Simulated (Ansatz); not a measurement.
| atom | x (Å) | y (Å) | z (Å) |
| --- | --- | --- | --- |
| C | -0.6578 | 1.0348 | -0.6758 |
| C | -0.2125 | -0.5613 | 1.5798 |
| C | 1.2451 | 0.0463 | 3.1118 |
| C | 0.8262 | -1.1381 | 3.6873 |
| N | 0.6485 | 0.3628 | 1.9162 |
| O | -2.6251 | -0.3783 | 0.4706 |
| O | -0.7740 | -1.6400 | -0.7879 |
| S | -1.2101 | -0.5147 | 0.0655 |
| S | -0.3704 | -1.9014 | 2.6958 |
| H | -1.2457 | 1.1040 | -1.6104 |
| H | -0.8913 | 1.8665 | 0.0111 |
| H | 0.4243 | 0.9699 | -0.8829 |
| H | 1.9991 | 0.7204 | 3.5424 |
| H | 1.1525 | -1.5969 | 4.6287 |

Geometry: PBE-D3(BJ)/def2-SVP.

Method: Ansatz 0.2.0, isolated molecule in a Gaussian basis; Kohn-Sham density functional theory, functional PBE0.

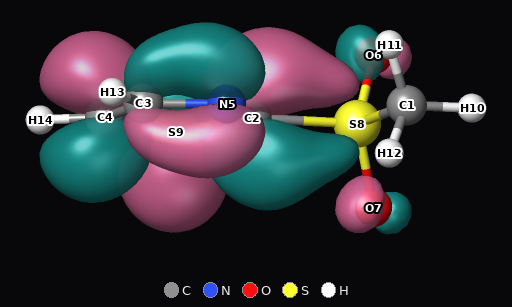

C4H5NO2S2. The LUMO at ±0.1 Å⁻³ᐟ² (teal and pink are the two phases), seen from one side.

### What is the character of this orbital?

It lies mainly on S9 (about 25 %), C2 (about 25 %), C4 (about 15 %), N5 (about 15 %) and C3 (about 5 %). Its energy is −1.90 eV.
